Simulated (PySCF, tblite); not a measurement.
# CH10BNPSi2 radical: geometry, infrared bands and EPR parameters

Wanted: the infrared bands and EPR parameters of CH10BNPSi2 radical (`BP[SiH2]C[SiH2][NH]`), by calculation.

The runs use tblite 0.8.0 and PySCF 2.14.0, with density-fitted response routines of our own; the level of theory stands in each step. All values are computed, except where a source is named. Atoms are numbered from 0 throughout.

## (1) The starting structure

16 atoms, charge 0, multiplicity 2; geometry from: force field or distance geometry start.

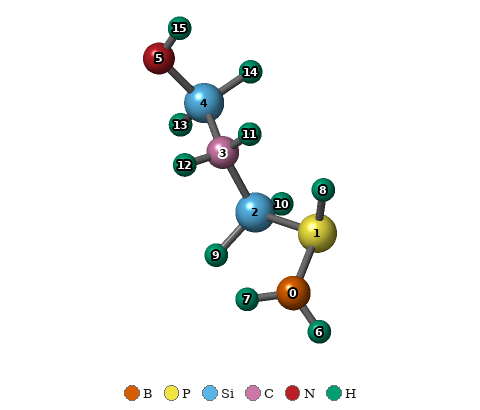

The starting geometry (boron orange, phosphorus yellow, silicon blue, carbon pink, nitrogen red, hydrogen teal), atoms numbered.

## (2) Relaxing the molecule with GFN2-xTB

Job settings and geometry (Å):

```
{"job": {"kind": "relax", "xc": "GFN2-xTB", "basis": "xTB"}, "charge": 0, "multiplicity": 2}
B      3.667800    -0.170200     0.618100
P      2.252300    -0.187800    -0.732900
Si     0.412800    -1.054000     0.153200
C     -0.709300     0.384800     0.500500
Si    -2.500800     0.078900     0.170900
N     -3.406500     1.406300     0.978900
H      4.656100    -0.772400     0.375900
H      3.309000    -0.183900     1.751700
H      2.004700     1.206800    -1.053600
H      0.705800    -1.768500     1.411800
H     -0.130300    -1.991600    -0.825500
H     -0.372700     1.232900    -0.121100
H     -0.629100     0.639900     1.601300
H     -2.988800    -1.212400     0.634700
H     -2.780600     0.184100    -1.272500
H     -3.498100     2.216100     0.332200
```

On the command line:

```console
> OMP_NUM_THREADS=1 python probes_run.py task.json out
```

This one command runs all jobs of the session in turn.

The program printed:

```text
step      E/eV     max force
  0    -469.14891    4.036
  1    -469.55528    1.908
  2    -469.69311    1.798
  3    -469.75411    0.605
  4    -469.82575    0.689
  5    -469.88589    0.873
  6    -469.93370    0.700
  7    -469.96944    0.455
  8    -469.99738    0.448
  9    -470.02471    0.590
 10    -470.05053    0.545
 11    -470.07058    0.439
 12    -470.08072    0.245
 13    -470.08668    0.186
 14    -470.09208    0.174
 15    -470.09735    0.251
 16    -470.10362    0.250
 17    -470.10975    0.196
 18    -470.11428    0.170
 19    -470.11776    0.191
 20    -470.12112    0.248
 21    -470.12546    0.262
 22    -470.13178    0.237
 23    -470.13954    0.222
 24    -470.14719    0.258
 25    -470.15470    0.292
 26    -470.16659    0.324
 27    -470.18450    0.501
 28    -470.20445    0.473
 29    -470.22983    0.452
 30    -470.24485    0.530
 31    -470.26159    0.484
 32    -470.27446    0.428
 33    -470.28663    0.380
 34    -470.31463    0.361
 35    -470.32554    0.338
 36    -470.34770    0.394
 37    -470.37069    0.399
 38    -470.38702    0.414
 39    -470.39660    0.167
 40    -470.40137    0.235
 41    -470.40723    0.241
 42    -470.41533    0.280
 43    -470.42672    0.294
 44    -470.44042    0.212
 45    -470.44693    0.280
 46    -470.45085    0.284
 47    -470.45446    0.173
 48    -470.45702    0.131
 49    -470.46126    0.145
 50    -470.46474    0.141
 51    -470.46773    0.100
 52    -470.46958    0.123
 53    -470.47136    0.136
 54    -470.47357    0.105
 55    -470.47596    0.117
 56    -470.47804    0.099
 57    -470.47981    0.113
 58    -470.48143    0.126
 59    -470.48298    0.107
 60    -470.48464    0.097
 61    -470.48608    0.092
 62    -470.48710    0.077
 63    -470.48808    0.091
 64    -470.48935    0.093
 65    -470.49072    0.087
 66    -470.49194    0.089
 67    -470.49283    0.068
 68    -470.49346    0.084
 69    -470.49425    0.071
 70    -470.49561    0.085
 71    -470.49718    0.075
 72    -470.49822    0.061
 73    -470.49883    0.063
 74    -470.49929    0.049
 75    -470.49970    0.044
 76    -470.50003    0.043
 77    -470.50032    0.037
 78    -470.50059    0.034
 79    -470.50092    0.039
 80    -470.50125    0.042
 81    -470.50156    0.041
 82    -470.50186    0.049
 83    -470.50220    0.051
 84    -470.50250    0.041
 85    -470.50272    0.028
 86    -470.50288    0.034
 87    -470.50304    0.044
 88    -470.50323    0.048
 89    -470.50345    0.037
 90    -470.50367    0.046
 91    -470.50390    0.054
 92    -470.50423    0.052
 93    -470.50470    0.064
 94    -470.50520    0.052
 95    -470.50557    0.041
 96    -470.50582    0.034
 97    -470.50610    0.044
 98    -470.50655    0.054
 99    -470.50711    0.051
100    -470.50759    0.040
101    -470.50785    0.063
102    -470.50798    0.047
103    -470.50817    0.033
104    -470.50848    0.041
105    -470.50876    0.039
106    -470.50908    0.034
107    -470.50928    0.033
108    -470.50945    0.034
109    -470.50966    0.035
110    -470.50999    0.046
111    -470.51054    0.079
112    -470.51163    0.141
113    -470.51352    0.189
114    -470.51564    0.166
115    -470.51750    0.106
116    -470.51913    0.076
117    -470.51984    0.115
118    -470.52099    0.138
119    -470.52188    0.081
120    -470.52288    0.054
121    -470.52384    0.056
122    -470.52456    0.083
123    -470.52520    0.065
124    -470.52603    0.057
125    -470.52677    0.064
126    -470.52736    0.072
127    -470.52789    0.064
128    -470.52842    0.069
129    -470.52902    0.056
130    -470.52957    0.056
131    -470.53029    0.053
132    -470.53079    0.056
133    -470.53104    0.046
134    -470.53117    0.028
135    -470.53132    0.042
136    -470.53148    0.029
137    -470.53164    0.023
138    -470.53173    0.018
139    -470.53180    0.016
140    -470.53186    0.017
141    -470.53192    0.019
142    -470.53200    0.026
143    -470.53212    0.032
144    -470.53231    0.040
145    -470.53258    0.050
146    -470.53287    0.042
147    -470.53308    0.027
148    -470.53321    0.029
149    -470.53333    0.030
150    -470.53347    0.026
151    -470.53367    0.039
152    -470.53399    0.046
153    -470.53440    0.055
154    -470.53481    0.055
155    -470.53515    0.055
156    -470.53542    0.045
157    -470.53568    0.048
158    -470.53599    0.052
159    -470.53656    0.057
160    -470.53706    0.052
161    -470.53761    0.061
162    -470.53829    0.066
163    -470.53901    0.060
164    -470.53959    0.040
165    -470.53993    0.040
166    -470.54013    0.042
167    -470.54032    0.038
168    -470.54054    0.037
169    -470.54085    0.033
170    -470.54113    0.034
171    -470.54133    0.052
172    -470.54146    0.036
173    -470.54161    0.031
174    -470.54180    0.031
175    -470.54203    0.031
176    -470.54219    0.025
177    -470.54232    0.019
178    -470.54239    0.019
179    -470.54245    0.020
180    -470.54252    0.024
181    -470.54259    0.031
182    -470.54268    0.032
183    -470.54279    0.023
184    -470.54290    0.025
185    -470.54303    0.028
186    -470.54316    0.036
187    -470.54329    0.048
188    -470.54342    0.032
189    -470.54357    0.031
190    -470.54375    0.034
191    -470.54393    0.038
192    -470.54409    0.032
193    -470.54428    0.031
194    -470.54445    0.032
195    -470.54459    0.028
196    -470.54474    0.026
197    -470.54494    0.025
198    -470.54509    0.027
199    -470.54522    0.021
200    -470.54528    0.017
201    -470.54533    0.013
202    -470.54536    0.016
203    -470.54541    0.015
204    -470.54546    0.021
205    -470.54552    0.026
206    -470.54558    0.021
207    -470.54563    0.021
208    -470.54567    0.018
209    -470.54570    0.015
210    -470.54573    0.012
211    -470.54575    0.011
212    -470.54576    0.012
213    -470.54580    0.015
214    -470.54585    0.020
215    -470.54590    0.021
216    -470.54596    0.015
217    -470.54601    0.017
218    -470.54608    0.019
219    -470.54619    0.032
220    -470.54634    0.050
221    -470.54657    0.062
222    -470.54690    0.067
223    -470.54731    0.067
224    -470.54771    0.050
225    -470.54748    0.103
226    -470.54819    0.038
227    -470.54834    0.021
228    -470.54856    0.026
229    -470.54862    0.022
230    -470.54872    0.018
231    -470.54877    0.018
232    -470.54885    0.016
233    -470.54891    0.016
234    -470.54896    0.021
235    -470.54902    0.017
236    -470.54907    0.016
237    -470.54910    0.010
```

Wall time 1.8 s (1 thread of Arm Neoverse V2, shared host).

Along the way: (not every step is listed)

```
step  energy from step 0 (eV)  largest force (eV/Å)
   0                   0.0000                4.0360
   1                  -0.4064                1.9079
   2                  -0.5442                1.7975
   3                  -0.6052                0.6051
   4                  -0.6768                0.6889
   5                  -0.7370                0.8733
   6                  -0.7848                0.7003
   7                  -0.8205                0.4555
   8                  -0.8485                0.4477
  30                  -1.0959                0.5301
  52                  -1.3207                0.1230
  74                  -1.3504                0.0486
  96                  -1.3569                0.0342
 118                  -1.3721                0.1381
 140                  -1.3829                0.0173
 162                  -1.3894                0.0656
 184                  -1.3940                0.0246
 206                  -1.3967                0.0214
 228                  -1.3997                0.0257
 232                  -1.3999                0.0163
 233                  -1.4000                0.0157
 234                  -1.4001                0.0206
 235                  -1.4001                0.0174
 236                  -1.4002                0.0156
 237                  -1.4002                0.0102
```

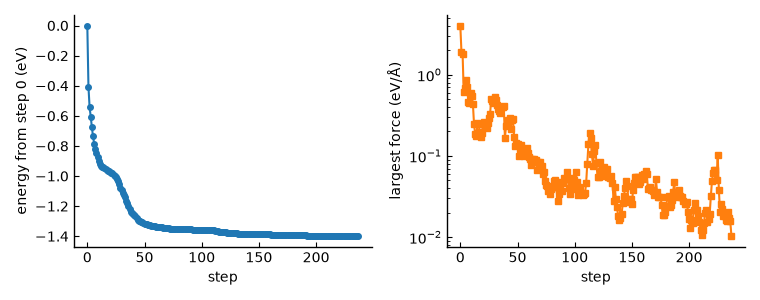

Energy and force, step by step.

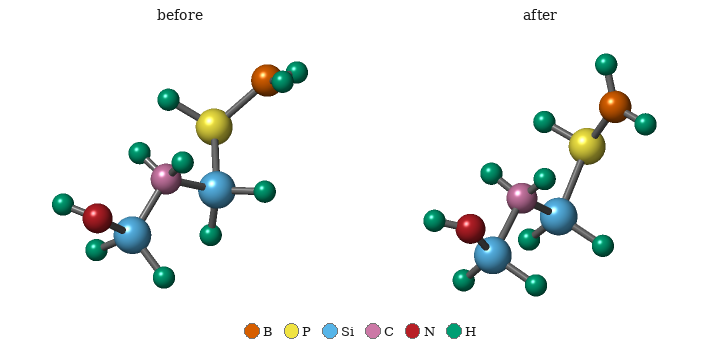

The geometry before (left) and after (right).

Close pairs (by a distance rule), those that changed most:

```
  bond  before (Å)  after (Å)  change (Å)
Si4–N5       1.799      1.655      -0.144
 B0–P1       1.957      1.827      -0.130
C3–Si4       1.847      1.973      +0.126
 P1–H8       1.452      1.379      -0.073
C3–H12       1.133      1.087      -0.046
N5–H15       1.040      1.008      -0.032
P1–Si2       2.218      2.249      +0.032
 B0–H7       1.189      1.168      -0.021
```

The end geometry stands in the next job.

## (3) Vibrational analysis with GFN2-xTB

Job settings and geometry (Å):

```
{"job": {"kind": "ir", "xc": "GFN2-xTB", "basis": "xTB"}, "charge": 0, "multiplicity": 2}
B      3.070702     0.053991     1.131224
P      2.564947    -0.509363    -0.531258
Si     0.386422    -1.069960    -0.529506
C     -0.544688     0.331356     0.305762
Si    -2.493219     0.029322     0.376622
N     -2.990938     1.285759     1.331987
H      2.835007    -0.646936     2.037748
H      3.706235     1.023656     1.271801
H      2.593273     0.629939    -1.308518
H      0.319546    -2.344995     0.187319
H      0.058834    -1.241527    -1.947538
H     -0.393303     1.278996    -0.207424
H     -0.226583     0.468842     1.336231
H     -2.611094    -1.227322     1.114528
H     -2.858426    -0.180506    -1.031110
H     -3.424314     2.127691     0.985688
```

The program printed:

```text
mode    cm-1     km/mol
  1      33.7      2.08
  2      40.7      1.67
  3      66.3      2.88
  4      70.2      2.26
  5     114.8      5.87
  6     165.9      0.93
  7     172.5     18.18
  8     258.4     20.19
  9     271.2     91.94
 10     415.4     27.60
 11     448.0     13.72
 12     472.4     47.47
 13     521.4     19.71
 14     548.3     30.38
 15     551.4     26.88
 16     570.1     31.49
 17     636.2     97.27
 18     685.5     66.38
 19     690.8     97.45
 20     701.7      5.22
 21     748.7     91.84
 22     757.7    203.65
 23     773.0    163.98
 24     783.6     30.20
 25     797.0     32.79
 26     809.9    296.48
 27     862.4      4.54
 28     948.4      3.04
 29    1036.7      3.49
 30    1094.2     64.20
 31    1154.5     81.97
 32    1432.8      1.00
 33    2189.9    293.01
 34    2234.4    274.26
 35    2242.3     86.57
 36    2256.0    304.62
 37    2352.4    189.90
 38    2631.6     94.70
 39    2676.8     97.08
 40    2992.3     17.21
 41    3007.5     10.24
 42    3448.0      1.19
```

Wall time 0.6 s (1 thread of Arm Neoverse V2, shared host).

Which atoms move in the most intense modes:

```
cm⁻¹  km/mol                        atoms
 691    97.5    H8 32 %, H7 20 %, H6 13 %
 758   203.7    H7 30 %, H6 27 %, B0 22 %
 773   164.0  H15 61 %, N5 14 %, H14 12 %
 810   296.5           H14 40 %, H13 39 %
2190   293.0                     H14 88 %
2234   274.3                     H10 93 %
2256   304.6            H13 77 %, H9 16 %
2352   189.9                      H8 96 %
```

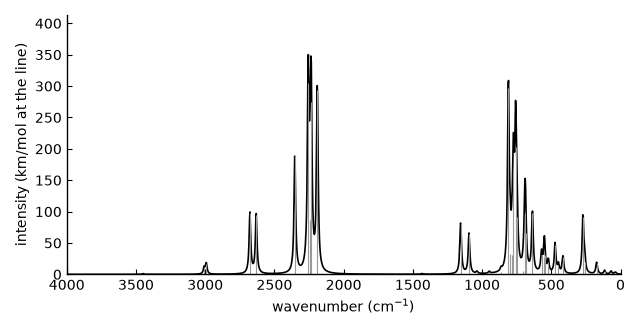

The infrared spectrum from these modes, unscaled. Lines are broadened to a width of 14 cm⁻¹ (Lorentzian).

## (4) g tensor and hyperfine couplings: B3LYP/pcH-1

Same as in step 3 but for these lines:

```diff
@@ -1,2 +1,2 @@
-{"job": {"kind": "ir", "xc": "GFN2-xTB", "basis": "xTB"}, "charge": 0, "multiplicity": 2}
+{"job": {"kind": "epr", "basis": "pcH-1"}, "charge": 0, "multiplicity": 2}
 B      3.070702     0.053991     1.131224
```

Method: UKS B3LYP, pcH-1 on B C H N P Si, non-relativistic, mean-field spin-orbit, GIAO.

The program printed:

```text
UKS, coarse grid
  cycle   1  E = -1043.87589633  |g| = 5.34e-01
  cycle   2  E = -1039.73350250  |g| = 1.67e+00
  cycle   3  E = -1043.75525211  |g| = 5.26e-01
  cycle   4  E = -1044.00567534  |g| = 1.64e-01
  cycle   5  E = -1044.04360120  |g| = 1.10e-01
  cycle   6  E = -1044.04810966  |g| = 6.76e-02
  cycle   7  E = -1044.05020137  |g| = 5.12e-02
  cycle   8  E = -1044.05168077  |g| = 2.20e-02
  cycle   9  E = -1044.05201542  |g| = 7.43e-03
  cycle  10  E = -1044.05205479  |g| = 3.61e-03
  cycle  11  E = -1044.05206724  |g| = 8.76e-04
  cycle  12  E = -1044.05206795  |g| = 2.86e-04
UKS, final grid
  cycle   1  E = -1044.05208365  |g| = 3.25e-04
  cycle   2  E = -1044.05208358  |g| = 5.35e-04
  cycle   3  E = -1044.05208374  |g| = 7.86e-05
  cycle   4  E = -1044.05208375  |g| = 3.87e-05
  cycle   5  E = -1044.05208375  |g| = 2.07e-05
E = -1044.05208375 Eh   <S^2> = 0.7555 (exact 0.7500)
g shifts (ppm)      1          2          3
  rmc          -198       -198       -198
  gc              2         25         41
  oz_so          -9       2002       7523
  total        -206       1828       7366
hyperfine (MHz)  atom isotope    a_iso     a_fc   dipolar eigenvalues
    0   11B       1.06       1.07     -0.58     -0.54      1.12
    1   31P      -2.51      -2.48    -12.44    -10.87     23.30
    2  29Si      -7.71      -7.70     -6.39      2.68      3.71
    3   13C      45.25      45.27    -13.31    -12.93     26.24
    4  29Si      58.71      58.83     -5.20     -1.78      6.98
    5   14N      25.81      25.65    -38.82    -37.68     76.50
    6    1H      -0.38      -0.37     -0.68     -0.12      0.80
    7    1H      -0.54      -0.54     -0.59     -0.19      0.78
    8    1H      -0.78      -0.78     -1.03     -0.02      1.05
    9    1H      -0.21      -0.21     -1.16     -0.50      1.66
   10    1H      -0.64      -0.64     -1.08     -0.62      1.70
   11    1H      -8.69      -8.69     -7.37     -0.65      8.02
   12    1H      -8.06      -8.07     -7.61     -0.19      7.80
   13    1H      61.54      61.53     -3.70     -2.10      5.80
   14    1H       2.49       2.49     -2.88     -2.10      4.98
   15    1H     -52.76     -52.93    -48.05     -8.12     56.17
```

Run time: 1.8 min. Hardware: 1 thread of Arm Neoverse V2, shared host; peak memory 0.96 GiB.

Principal g values 2.00211, 2.00415, 2.00969; g(iso) = 2.00532, against 2.00232 for a free electron.

Hyperfine couplings; where a row names several nuclei, a(iso) is their mean (it holds for fast rotation or exchange) and the dipolar term the largest among them:

```
  nuclei  isotope  a(iso) (MHz)  a(iso) (G, at g = 2.0023)  largest dipolar term (MHz)
     Si4     29Si          58.7                       20.9                         7.0
     H15       1H         -52.8                      -18.8                        56.2
      C3      13C          45.3                       16.1                        26.2
H13, H14       1H          32.0                       11.4                         5.8
      N5      14N          25.8                        9.2                        76.5
H11, H12       1H          -8.4                       -3.0                         8.0
     Si2     29Si          -7.7                       -2.7                        -6.4
      P1      31P          -2.5                       -0.9                        23.3
      B0      11B           1.1                        0.4                         1.1
      H8       1H          -0.8                       -0.3                         1.0
  H6, H7       1H          -0.5                       -0.2                         0.8
 H9, H10       1H          -0.4                       -0.2                         1.7
```

Mulliken spin populations:

B0 0.01; P1 0.03; Si2 0.01; C3 0.13; Si4 -0.06; N5 0.89; H6 0.00; H7 0.00; H8 0.00; H9 0.00; H10 0.00; H11 0.00; H12 0.00; H13 0.03; H14 0.00; H15 -0.03

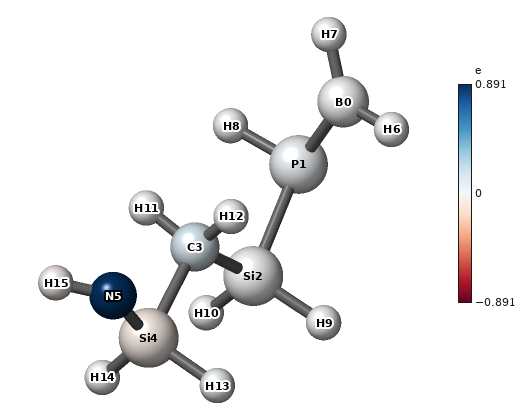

Mulliken spin populations, as colours on the atoms.

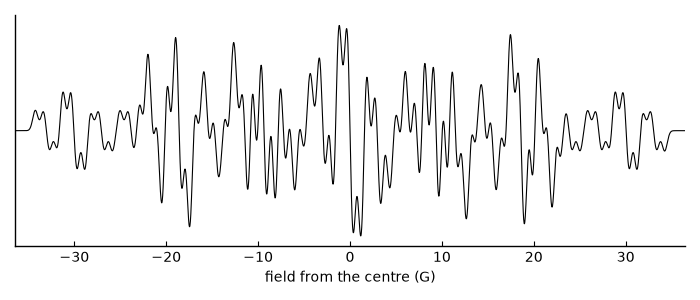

First-order isotropic spectrum (first derivative, main isotopes with spin only, couplings over 0.8 MHz, Gaussian width 0.3 G; couplings of the frozen geometry, rotation of groups not averaged beyond the rows shown).

The fields below are evaluated on a grid from the run's orbitals.

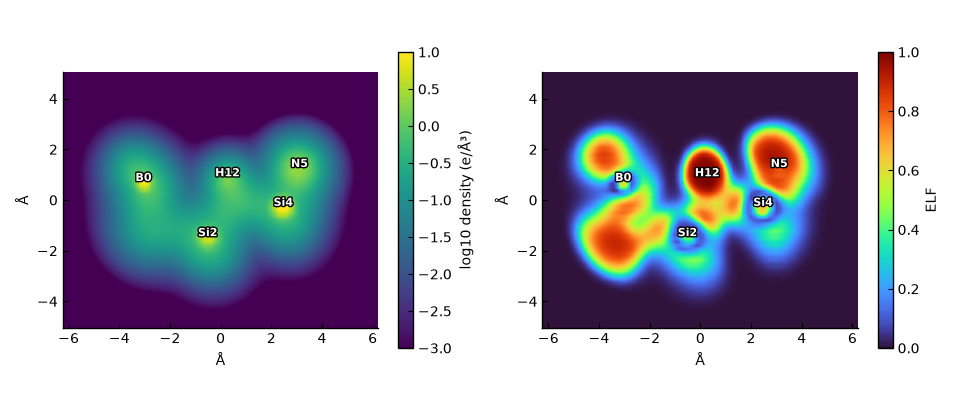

Density (left) and ELF (right) in a plane through or near 5 of the atoms.

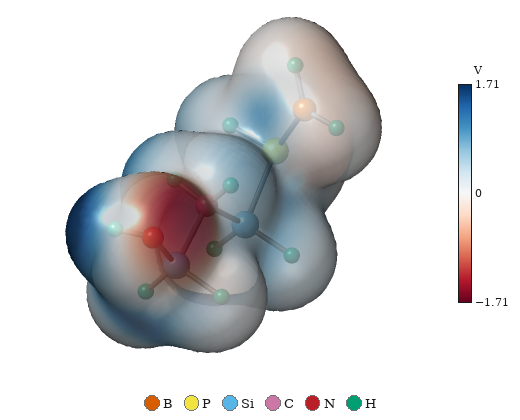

Electrostatic potential on the surface of density 0.002 e/bohr³; red is low, blue high. It runs from -1.40 V near N5 to 1.71 V near H15.

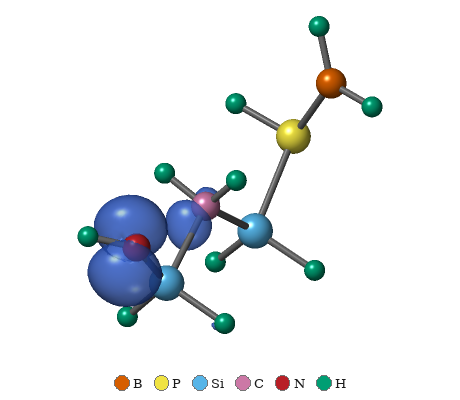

Spin density at ±0.06 e/Å³ (alpha excess blue, beta excess red).

## (5) Results

| quantity | value |
| --- | --- |
| strongest single infrared mode (GFN2-xTB) | 2256 cm⁻¹, 305 km/mol |
| zero-point energy (GFN2-xTB) | 63.9 kcal/mol |
| g(iso) (B3LYP) | 2.00532 |
| ⟨S²⟩ | 0.756 (exact 0.75) |
| largest a(iso) (averaged by class) | 29Si on Si4, 58.7 MHz |
| potential on the surface of density 0.002 e/bohr³, 1st and 99th percentile | -1.40 V and 1.71 V |

**Reading.** The optimisation took 237 steps and gained 1.400 eV; among the close pairs (by a distance rule), Si4–N5 changed most, from 1.799 to 1.655 Å. All 42 modes are real, so the xTB geometry is a minimum. The strongest single mode, at 2256 cm⁻¹, moves mainly H13. GFN2-xTB is a fitted tight-binding method: band positions and strengths are rough. Its intensities can rank the bands wrongly. N5 carries the largest spin population, 0.89 e. The isotropic g lies 3.0 ppt above the free-electron value. These values are for one conformer; the search (at its own cheap level) found 2 more, at 0.02, 2.13 kcal/mol (those within 0.05 may be mirror or relabelled copies), and measured spectra average over such forms.
